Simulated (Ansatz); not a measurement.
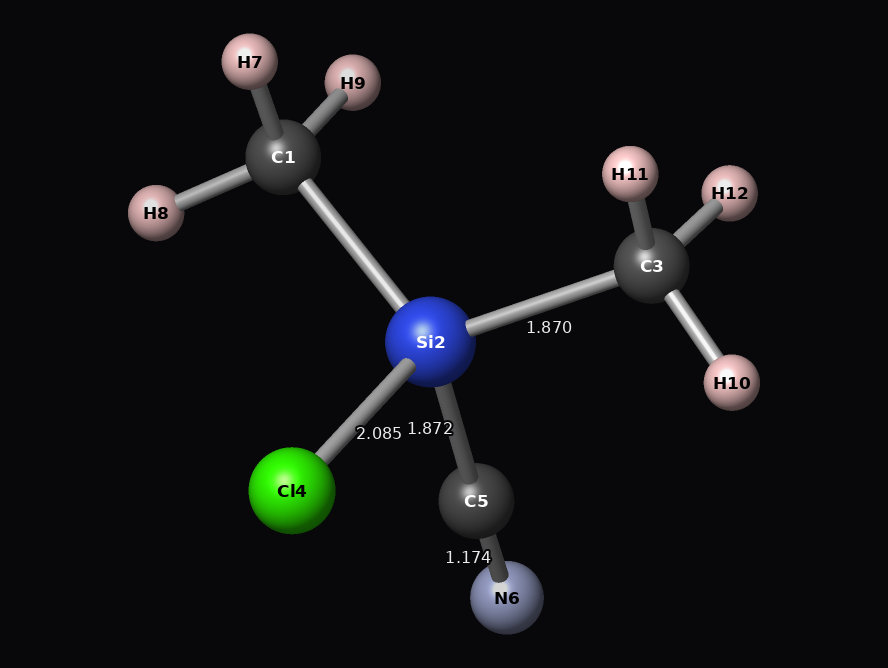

Bond lengths are marked in Å; every bond is drawn as one stick. The geometry was computed by an optimisation with PBE-D4/def2-SVP. No frequency run is at hand to confirm it as a minimum.

> Which of the marked bonds are single, double, triple or aromatic?

Si2–C3 single; Si2–Cl4 single; Si2–C5 single; C5–N6 triple.

> Write the SMILES.

C[Si](C)(Cl)C#N
